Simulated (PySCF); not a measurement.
The calculation's input:

```
{"job": {"kind": "uv", "xc": "CAM-B3LYP", "basis": "def2-SVPD", "nstates": 8, "ntriplets": 3}, "charge": 0, "multiplicity": 1}
C      3.933009    -0.154133     1.352430
C      2.850561    -0.180319     0.821235
Ga     1.074021    -0.228634    -0.049752
F      1.106371    -1.133749    -1.553574
C     -0.733246     0.624492     0.512801
C     -1.609735     0.675863    -0.677813
C     -2.532275    -0.234326    -0.959709
H      4.881745    -0.133724     1.814088
H     -0.506606     1.613560     0.916935
H     -1.153422    -0.002060     1.303081
H     -1.449530     1.510702    -1.351762
H     -3.152698    -0.159147    -1.835667
H     -2.712583    -1.076632    -0.310020
```

Launched as:

```sh
OMP_NUM_THREADS=1 python probes_run.py task.json out
```

Geometry: GFN2-xTB.

The calculation used CAM-B3LYP/def2-SVPD, SCF density, gas phase in PySCF 2.14.0.

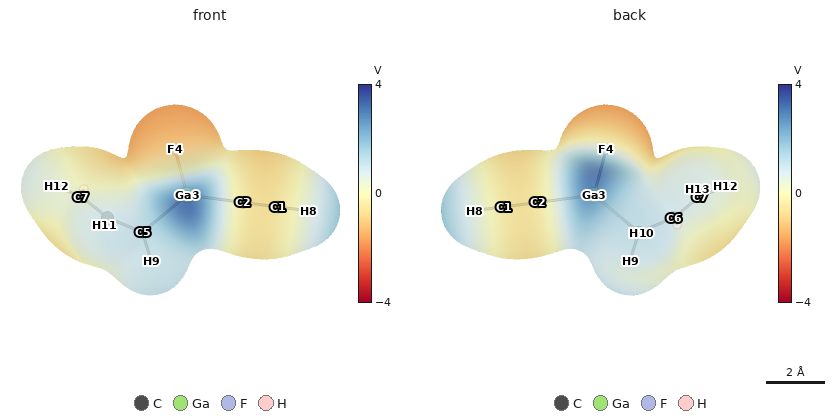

C5H6FGa (SMILES C#[C][Ga]([F])[CH2]C=C). The molecular electrostatic potential painted on the density surface at 0.002 e/bohr³, seen from the front and from behind; red is negative and blue positive.

Q: Describe the electrostatic potential map.

A: The most negative region (about −1.7 V) lies over F4, the most positive (about +3.2 V) over Ga3.

Q: How polar is the molecule by this calculation?

A: Its dipole moment is 2.73 D.
